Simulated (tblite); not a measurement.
# Geometry relaxation of C$_{5}$H$_{11}$N$_{3}$Si (part 1 of 2)

System: C$_{5}$H$_{11}$N$_{3}$Si, SMILES Cc1nncn1[SiH](C)C.
Method: GFN2-xTB geometry optimisation, gas phase (tblite 0.8.0).

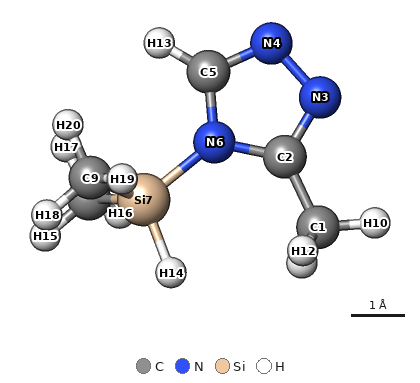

The structure as given in the input (ball-and-stick view, seen at a tilt; atoms are numbered from 1 in the order of the input).

Input file
```
{"job": {"kind": "relax", "xc": "GFN2-xTB", "basis": "xTB"}, "charge": 0, "multiplicity": 1}
C      2.429300    -1.208200     0.087200
C      1.903700     0.187200    -0.023600
N      2.661200     1.267100    -0.089600
N      1.817600     2.369700    -0.181900
C      0.580800     1.920100    -0.134600
N      0.588800     0.566300    -0.045500
Si    -0.840500    -0.426600     0.025400
C     -1.844200    -0.236000    -1.514800
C     -1.847500    -0.020600     1.533100
H      3.511400    -1.207400     0.093300
H      2.086100    -1.811500    -0.763400
H      2.084100    -1.682700     1.018100
H     -0.310000     2.541700    -0.177800
H     -0.431200    -1.857800     0.131100
H     -2.732300    -0.883700    -1.491800
H     -1.266200    -0.502600    -2.392200
H     -2.199200     0.792300    -1.637300
H     -2.732400    -0.671500     1.600600
H     -1.267400    -0.145700     2.452900
H     -2.197300     1.020600     1.507800
```

The first line tells a small driver script what to run in tblite; the rest is the geometry in Å.

Run on 1 CPU thread, shared host.

Command:
```bash
OMP_NUM_THREADS=1 python <driver script> task.json out
```

What the program printed
```
step      E/eV     max force
  0    -729.86336    1.870
  1    -729.99805    0.796
  2    -730.03039    0.452
  3    -730.05329    0.392
  4    -730.07095    0.294
  5    -730.07935    0.211
  6    -730.08700    0.192
  7    -730.09165    0.165
  8    -730.09383    0.130
  9    -730.09489    0.076
 10    -730.09570    0.086
 11    -730.09657    0.101
 12    -730.09752    0.085
 13    -730.09830    0.047
 14    -730.09882    0.048
 15    -730.09919    0.057
 16    -730.09953    0.062
 17    -730.09994    0.051
 18    -730.10039    0.045
 19    -730.10081    0.047
 20    -730.10114    0.045
 21    -730.10142    0.042
 22    -730.10170    0.042
 23    -730.10200    0.044
 24    -730.10231    0.043
 25    -730.10258    0.041
 26    -730.10282    0.033
 27    -730.10306    0.036
 28    -730.10331    0.038
 29    -730.10360    0.052
 30    -730.10388    0.055
 31    -730.10411    0.045
 32    -730.10425    0.033
 33    -730.10432    0.024
 34    -730.10437    0.019
 35    -730.10442    0.019
 36    -730.10445    0.013
 37    -730.10447    0.008
```

Trajectory as extended XYZ (Å, eV, eV/Å), 24 of the 38 frames kept, from step=0 to step=37
```
20
Properties=species:S:1:pos:R:3:forces:R:3 step=0 energy=-729.86336
C     2.4293   -1.2082    0.0872   -0.5660   0.0380   0.0270
C     1.9037    0.1872   -0.0236    1.0560   1.3200   0.0610
N     2.6612    1.2671   -0.0896   -1.6180   0.3420  -0.1980
N     1.8176    2.3697   -0.1819   -0.1470  -1.4170   0.2840
C     0.5808    1.9201   -0.1346    1.7230   0.7040  -0.1790
N     0.5888    0.5663   -0.0455   -0.5740  -0.8280   0.0790
Si   -0.8405   -0.4266    0.0254    0.3100  -1.3960   0.3380
C    -1.8442   -0.2360   -1.5148   -0.8880   0.2070  -0.8060
C    -1.8475   -0.0206    1.5331   -0.6180   0.3710   0.8620
H     3.5114   -1.2074    0.0933    0.0900   0.2320  -0.0380
H     2.0861   -1.8115   -0.7634    0.0290   0.1590   0.2390
H     2.0841   -1.6827    1.0181    0.0120   0.1890  -0.3190
H    -0.3100    2.5417   -0.1778    0.4990  -0.4200   0.0230
H    -0.4312   -1.8578    0.1311    0.1100   0.3790  -0.0350
H    -2.7323   -0.8837   -1.4918    0.3650   0.2600  -0.0160
H    -1.2662   -0.5026   -2.3922   -0.0520   0.0470  -0.1550
H    -2.1992    0.7923   -1.6373    0.0510  -0.2160  -0.1050
H    -2.7324   -0.6715    1.6006    0.3970   0.3280  -0.0010
H    -1.2674   -0.1457    2.4529   -0.2060   0.0360  -0.1650
H    -2.1973    1.0206    1.5078    0.0250  -0.3340   0.1040
20
Properties=species:S:1:pos:R:3:forces:R:3 step=2 energy=-730.03039
C     2.4202   -1.2012    0.0872    0.0660   0.2200  -0.0230
C     1.9163    0.2025   -0.0207   -0.1600   0.1160   0.0500
N     2.6383    1.2802   -0.0949    0.2150  -0.1140  -0.0520
N     1.8242    2.3490   -0.1759   -0.0740   0.1380   0.0570
C     0.6027    1.9256   -0.1382    0.2160  -0.3970  -0.0200
N     0.5799    0.5518   -0.0438    0.0380  -0.0640   0.0290
Si   -0.8394   -0.4602    0.0329   -0.3270  -0.2680   0.0440
C    -1.8603   -0.2321   -1.5313    0.1110  -0.0110  -0.0310
C    -1.8593   -0.0131    1.5508    0.0640   0.0090   0.0240
H     3.5107   -1.2012    0.0923   -0.1250   0.1830  -0.0300
H     2.0858   -1.8069   -0.7579   -0.0540   0.1390   0.0820
H     2.0832   -1.6774    1.0107   -0.0780   0.1450  -0.1040
H    -0.2923    2.5291   -0.1772    0.3520  -0.2000   0.0040
H    -0.4267   -1.8513    0.1305    0.2340  -0.2000   0.0150
H    -2.7263   -0.8788   -1.4930   -0.1100  -0.0160  -0.0960
H    -1.2683   -0.5012   -2.3975   -0.0820   0.0470  -0.1990
H    -2.1992    0.7895   -1.6409   -0.0710   0.1000  -0.1290
H    -2.7246   -0.6639    1.6016   -0.0500   0.0640   0.1110
H    -1.2724   -0.1446    2.4513   -0.0640   0.0280   0.1760
H    -2.1979    1.0147    1.5110   -0.0990   0.0820   0.0940
20
Properties=species:S:1:pos:R:3:forces:R:3 step=3 energy=-730.05329
C     2.4204   -1.1934    0.0866   -0.0170   0.0620  -0.0080
C     1.9129    0.2047   -0.0186    0.0990   0.1720  -0.0060
N     2.6409    1.2824   -0.0974    0.1200  -0.2770   0.0160
N     1.8269    2.3500   -0.1734   -0.1560   0.0140   0.0090
C     0.6078    1.9160   -0.1394    0.2050  -0.1370   0.0050
N     0.5797    0.5481   -0.0428   -0.0960  -0.2130   0.0390
Si   -0.8474   -0.4742    0.0355   -0.1320   0.1090  -0.0330
C    -1.8607   -0.2316   -1.5354    0.0850  -0.0140   0.0290
C    -1.8601   -0.0114    1.5550    0.0830  -0.0130  -0.0420
H     3.5073   -1.1956    0.0913   -0.0150   0.1920  -0.0260
H     2.0844   -1.8027   -0.7548   -0.0500   0.1410   0.0370
H     2.0810   -1.6728    1.0067   -0.0670   0.1380  -0.0530
H    -0.2791    2.5212   -0.1769    0.1560  -0.0950  -0.0040
H    -0.4203   -1.8544    0.1307    0.2400  -0.3090   0.0260
H    -2.7277   -0.8782   -1.4955   -0.1060  -0.0030  -0.1220
H    -1.2706   -0.4997   -2.4033   -0.0740   0.0430  -0.1780
H    -2.2010    0.7914   -1.6448   -0.0380   0.0460  -0.0990
H    -2.7240   -0.6607    1.6044   -0.1230   0.0200   0.1360
H    -1.2750   -0.1438    2.4551   -0.0360   0.0310   0.2000
H    -2.2005    1.0154    1.5140   -0.0770   0.0940   0.0780
20
Properties=species:S:1:pos:R:3:forces:R:3 step=5 energy=-730.07935
C     2.4194   -1.1807    0.0855    0.0320  -0.1230   0.0120
C     1.9137    0.2087   -0.0162    0.1350  -0.0440  -0.0450
N     2.6484    1.2778   -0.0996   -0.0270  -0.1450   0.0700
N     1.8284    2.3478   -0.1702    0.0110  -0.1650  -0.0470
C     0.6191    1.8987   -0.1402   -0.0560   0.0650   0.0430
N     0.5770    0.5345   -0.0398    0.0710  -0.0700   0.0130
Si   -0.8601   -0.4892    0.0373    0.1640   0.1200  -0.0560
C    -1.8608   -0.2313   -1.5417   -0.0320  -0.0170  -0.0350
C    -1.8599   -0.0089    1.5612   -0.0240  -0.0150   0.0320
H     3.5034   -1.1786    0.0888    0.0800   0.1420  -0.0130
H     2.0797   -1.7902   -0.7502   -0.0500   0.0840  -0.0770
H     2.0748   -1.6600    1.0000   -0.0510   0.0820   0.0690
H    -0.2562    2.5072   -0.1769   -0.1330   0.0640  -0.0140
H    -0.4009   -1.8713    0.1321    0.1090  -0.0920   0.0120
H    -2.7331   -0.8762   -1.5053   -0.0390   0.0430  -0.1310
H    -1.2778   -0.4956   -2.4188   -0.0750   0.0400  -0.0630
H    -2.2042    0.7943   -1.6544    0.0190  -0.0490  -0.0350
H    -2.7285   -0.6548    1.6151   -0.0910   0.0300   0.1330
H    -1.2808   -0.1408    2.4687   -0.0450   0.0440   0.0860
H    -2.2067    1.0193    1.5216    0.0020   0.0060   0.0460
20
Properties=species:S:1:pos:R:3:forces:R:3 step=6 energy=-730.08700
C     2.4204   -1.1795    0.0855    0.0550  -0.0990   0.0090
C     1.9169    0.2078   -0.0166    0.0180  -0.1900  -0.0160
N     2.6510    1.2724   -0.0984    0.0100   0.0310   0.0390
N     1.8292    2.3427   -0.1705    0.0670  -0.1140  -0.0360
C     0.6211    1.8937   -0.1391   -0.0820   0.0490   0.0350
N     0.5789    0.5287   -0.0384    0.0650   0.0190  -0.0040
Si   -0.8603   -0.4911    0.0363    0.1570  -0.0230  -0.0070
C    -1.8615   -0.2318   -1.5447   -0.0400  -0.0180  -0.0470
C    -1.8604   -0.0086    1.5641   -0.0460  -0.0150   0.0500
H     3.5041   -1.1687    0.0876    0.0810   0.0790  -0.0050
H     2.0767   -1.7834   -0.7508   -0.0300   0.0320  -0.0970
H     2.0711   -1.6532    0.9996   -0.0250   0.0370   0.0920
H    -0.2522    2.5044   -0.1773   -0.1500   0.0630  -0.0120
H    -0.3910   -1.8798    0.1329    0.0330   0.0700  -0.0010
H    -2.7363   -0.8744   -1.5125   -0.0210   0.0410  -0.1090
H    -1.2824   -0.4929   -2.4261   -0.0570   0.0290  -0.0330
H    -2.2048    0.7940   -1.6588    0.0250  -0.0430  -0.0110
H    -2.7328   -0.6519    1.6227   -0.0380   0.0460   0.1070
H    -1.2840   -0.1385    2.4759   -0.0540   0.0430   0.0160
H    -2.2088    1.0210    1.5256    0.0330  -0.0370   0.0290
20
Properties=species:S:1:pos:R:3:forces:R:3 step=8 energy=-730.09383
C     2.4240   -1.1836    0.0858    0.0230  -0.0120  -0.0020
C     1.9204    0.2016   -0.0176   -0.0540  -0.0770   0.0210
N     2.6534    1.2665   -0.0956    0.0120   0.0530  -0.0150
N     1.8316    2.3346   -0.1723    0.0160   0.0250   0.0060
C     0.6203    1.8911   -0.1368   -0.0030   0.0130  -0.0030
N     0.5832    0.5246   -0.0375   -0.0290   0.0320  -0.0080
Si   -0.8551   -0.4931    0.0353   -0.0290  -0.0810   0.0340
C    -1.8627   -0.2332   -1.5485    0.0060  -0.0160  -0.0080
C    -1.8620   -0.0095    1.5677   -0.0080  -0.0190   0.0080
H     3.5084   -1.1569    0.0864    0.0310  -0.0170   0.0050
H     2.0730   -1.7765   -0.7558    0.0290  -0.0280  -0.0400
H     2.0672   -1.6460    1.0036    0.0370  -0.0210   0.0390
H    -0.2554    2.5044   -0.1782   -0.0280  -0.0240  -0.0010
H    -0.3807   -1.8840    0.1336   -0.0020   0.1300  -0.0080
H    -2.7405   -0.8712   -1.5239   -0.0170   0.0140  -0.0610
H    -1.2889   -0.4895   -2.4342   -0.0140   0.0050  -0.0260
H    -2.2043    0.7922   -1.6629    0.0200  -0.0020   0.0150
H    -2.7386   -0.6474    1.6344   -0.0010   0.0340   0.0590
H    -1.2893   -0.1345    2.4832   -0.0290   0.0250  -0.0140
H    -2.2090    1.0209    1.5302    0.0410  -0.0350  -0.0010
20
Properties=species:S:1:pos:R:3:forces:R:3 step=10 energy=-730.09570
C     2.4260   -1.1864    0.0859   -0.0090   0.0220  -0.0030
C     1.9194    0.1989   -0.0171   -0.0190   0.0350   0.0080
N     2.6529    1.2658   -0.0955   -0.0180  -0.0210  -0.0110
N     1.8326    2.3339   -0.1725   -0.0450   0.0150   0.0130
C     0.6195    1.8920   -0.1364    0.0370  -0.0100  -0.0110
N     0.5827    0.5250   -0.0377   -0.0450  -0.0030   0.0030
Si   -0.8553   -0.4957    0.0364   -0.0710   0.0480  -0.0080
C    -1.8626   -0.2345   -1.5494    0.0050  -0.0070  -0.0050
C    -1.8626   -0.0109    1.5685    0.0040  -0.0100  -0.0010
H     3.5113   -1.1556    0.0864   -0.0080  -0.0280   0.0030
H     2.0742   -1.7767   -0.7591    0.0510  -0.0220   0.0190
H     2.0688   -1.6459    1.0067    0.0560  -0.0270  -0.0170
H    -0.2586    2.5034   -0.1784    0.0100  -0.0340   0.0010
H    -0.3786   -1.8782    0.1334    0.0340   0.0100   0.0020
H    -2.7425   -0.8697   -1.5300   -0.0160   0.0050  -0.0410
H    -1.2910   -0.4885   -2.4372    0.0050   0.0010  -0.0160
H    -2.2028    0.7916   -1.6626    0.0210   0.0060   0.0220
H    -2.7403   -0.6449    1.6404   -0.0240   0.0050   0.0410
H    -1.2917   -0.1323    2.4842    0.0100   0.0060   0.0180
H    -2.2066    1.0192    1.5309    0.0220   0.0090  -0.0180
20
Properties=species:S:1:pos:R:3:forces:R:3 step=11 energy=-730.09657
C     2.4267   -1.1869    0.0859   -0.0130   0.0250  -0.0010
C     1.9180    0.1984   -0.0165   -0.0010   0.0410  -0.0040
N     2.6522    1.2652   -0.0958   -0.0280  -0.0310   0.0010
N     1.8326    2.3342   -0.1721   -0.0510  -0.0120   0.0060
C     0.6196    1.8920   -0.1365    0.0220  -0.0140  -0.0060
N     0.5811    0.5251   -0.0377   -0.0260  -0.0130   0.0070
Si   -0.8576   -0.4965    0.0370   -0.0450   0.0860  -0.0290
C    -1.8625   -0.2353   -1.5502   -0.0100   0.0010  -0.0180
C    -1.8629   -0.0118    1.5692   -0.0070   0.0020   0.0150
H     3.5124   -1.1556    0.0865   -0.0200  -0.0190   0.0010
H     2.0762   -1.7775   -0.7602    0.0510  -0.0150   0.0380
H     2.0712   -1.6465    1.0077    0.0530  -0.0260  -0.0340
H    -0.2593    2.5016   -0.1785    0.0040  -0.0170   0.0000
H    -0.3764   -1.8747    0.1333    0.0440  -0.0380   0.0060
H    -2.7439   -0.8687   -1.5342   -0.0130   0.0030  -0.0300
H    -1.2919   -0.4879   -2.4393    0.0130   0.0010  -0.0040
H    -2.2014    0.7914   -1.6619    0.0200   0.0080   0.0200
H    -2.7417   -0.6433    1.6446   -0.0310  -0.0060   0.0310
H    -1.2928   -0.1310    2.4851    0.0280  -0.0040   0.0250
H    -2.2047    1.0185    1.5308    0.0110   0.0280  -0.0230
20
Properties=species:S:1:pos:R:3:forces:R:3 step=13 energy=-730.09830
C     2.4283   -1.1866    0.0858    0.0020   0.0090   0.0030
C     1.9148    0.1975   -0.0155    0.0110  -0.0140  -0.0160
N     2.6496    1.2630   -0.0964   -0.0160   0.0010   0.0180
N     1.8312    2.3338   -0.1713   -0.0260  -0.0370  -0.0100
C     0.6193    1.8905   -0.1370   -0.0360  -0.0130   0.0060
N     0.5773    0.5244   -0.0372    0.0120  -0.0200   0.0060
Si   -0.8643   -0.4954    0.0367    0.0260   0.0250  -0.0240
C    -1.8634   -0.2368   -1.5539   -0.0280   0.0160  -0.0300
C    -1.8646   -0.0134    1.5723   -0.0210   0.0260   0.0330
H     3.5139   -1.1557    0.0866   -0.0110   0.0140  -0.0050
H     2.0831   -1.7794   -0.7606    0.0250  -0.0120   0.0370
H     2.0790   -1.6490    1.0081    0.0220  -0.0270  -0.0300
H    -0.2608    2.4967   -0.1787   -0.0230   0.0240  -0.0020
H    -0.3688   -1.8690    0.1334    0.0240  -0.0400   0.0050
H    -2.7479   -0.8662   -1.5459   -0.0070   0.0010  -0.0070
H    -1.2935   -0.4864   -2.4445    0.0290   0.0020   0.0160
H    -2.1976    0.7918   -1.6598    0.0040   0.0220   0.0010
H    -2.7467   -0.6396    1.6563   -0.0170  -0.0040   0.0080
H    -1.2938   -0.1281    2.4888    0.0420  -0.0140   0.0060
H    -2.2002    1.0186    1.5297   -0.0120   0.0410  -0.0140
20
Properties=species:S:1:pos:R:3:forces:R:3 step=14 energy=-730.09882
C     2.4289   -1.1862    0.0858    0.0130  -0.0050   0.0030
C     1.9139    0.1970   -0.0155    0.0050  -0.0260  -0.0100
N     2.6484    1.2623   -0.0961   -0.0070   0.0140   0.0140
N     1.8300    2.3329   -0.1712   -0.0130  -0.0220  -0.0110
C     0.6183    1.8897   -0.1370   -0.0460  -0.0120   0.0070
N     0.5763    0.5237   -0.0369    0.0130  -0.0190   0.0010
Si   -0.8660   -0.4943    0.0360    0.0240  -0.0270  -0.0020
C    -1.8643   -0.2370   -1.5557   -0.0170   0.0180  -0.0150
C    -1.8655   -0.0133    1.5741   -0.0110   0.0260   0.0180
H     3.5141   -1.1554    0.0866    0.0060   0.0270  -0.0060
H     2.0861   -1.7804   -0.7598    0.0090  -0.0170   0.0190
H     2.0821   -1.6506    1.0074    0.0070  -0.0270  -0.0120
H    -0.2618    2.4957   -0.1789   -0.0240   0.0260  -0.0020
H    -0.3657   -1.8680    0.1336    0.0060  -0.0140   0.0020
H    -2.7494   -0.8654   -1.5499   -0.0050   0.0020  -0.0030
H    -1.2933   -0.4859   -2.4458    0.0290   0.0050   0.0170
H    -2.1962    0.7925   -1.6590   -0.0050   0.0250  -0.0110
H    -2.7488   -0.6385    1.6603    0.0000   0.0070   0.0010
H    -1.2931   -0.1275    2.4901    0.0320  -0.0110  -0.0100
H    -2.1990    1.0197    1.5289   -0.0150   0.0290  -0.0030
20
Properties=species:S:1:pos:R:3:forces:R:3 step=16 energy=-730.09953
C     2.4302   -1.1863    0.0860    0.0190  -0.0190   0.0010
C     1.9131    0.1956   -0.0159   -0.0090  -0.0110   0.0090
N     2.6465    1.2619   -0.0952   -0.0060   0.0090  -0.0020
N     1.8272    2.3310   -0.1717   -0.0140   0.0100   0.0000
C     0.6152    1.8881   -0.1367   -0.0200  -0.0140   0.0010
N     0.5755    0.5220   -0.0365   -0.0110  -0.0130  -0.0050
Si   -0.8672   -0.4944    0.0353   -0.0180  -0.0550   0.0230
C    -1.8658   -0.2361   -1.5580    0.0130   0.0120   0.0200
C    -1.8668   -0.0118    1.5763    0.0150   0.0110  -0.0210
H     3.5149   -1.1538    0.0862    0.0280   0.0340  -0.0040
H     2.0900   -1.7829   -0.7579   -0.0040  -0.0210  -0.0120
H     2.0861   -1.6541    1.0062   -0.0060  -0.0170   0.0140
H    -0.2644    2.4960   -0.1791   -0.0070   0.0010   0.0000
H    -0.3623   -1.8678    0.1339   -0.0110   0.0060  -0.0010
H    -2.7513   -0.8644   -1.5543    0.0030   0.0130  -0.0030
H    -1.2912   -0.4850   -2.4460    0.0150   0.0110   0.0160
H    -2.1950    0.7947   -1.6587   -0.0080   0.0120  -0.0210
H    -2.7509   -0.6369    1.6646    0.0210   0.0260  -0.0010
H    -1.2904   -0.1275    2.4907    0.0060   0.0050  -0.0300
H    -2.1985    1.0225    1.5279   -0.0070  -0.0010   0.0160
20
Properties=species:S:1:pos:R:3:forces:R:3 step=18 energy=-730.10039
C     2.4333   -1.1879    0.0864    0.0040  -0.0080  -0.0020
C     1.9117    0.1932   -0.0158   -0.0180   0.0100   0.0190
N     2.6431    1.2617   -0.0941   -0.0190  -0.0180  -0.0150
N     1.8220    2.3290   -0.1722   -0.0220   0.0110   0.0150
C     0.6099    1.8850   -0.1362    0.0180  -0.0130  -0.0090
N     0.5733    0.5184   -0.0364   -0.0290  -0.0070  -0.0030
Si   -0.8701   -0.4981    0.0360   -0.0340   0.0030   0.0070
C    -1.8669   -0.2339   -1.5594    0.0250   0.0030   0.0330
C    -1.8673   -0.0089    1.5776    0.0240  -0.0060  -0.0370
H     3.5180   -1.1488    0.0853    0.0170   0.0220   0.0000
H     2.0948   -1.7877   -0.7563    0.0030  -0.0030  -0.0200
H     2.0910   -1.6601    1.0055    0.0050   0.0070   0.0150
H    -0.2683    2.4963   -0.1794    0.0080  -0.0380   0.0020
H    -0.3587   -1.8677    0.1343   -0.0190  -0.0170   0.0010
H    -2.7532   -0.8618   -1.5601    0.0170   0.0260  -0.0050
H    -1.2872   -0.4829   -2.4446   -0.0020   0.0180   0.0200
H    -2.1940    0.7984   -1.6601    0.0010  -0.0170  -0.0150
H    -2.7518   -0.6326    1.6699    0.0190   0.0250  -0.0010
H    -1.2862   -0.1270    2.4889   -0.0080   0.0240  -0.0270
H    -2.1985    1.0260    1.5280    0.0100  -0.0200   0.0220
```
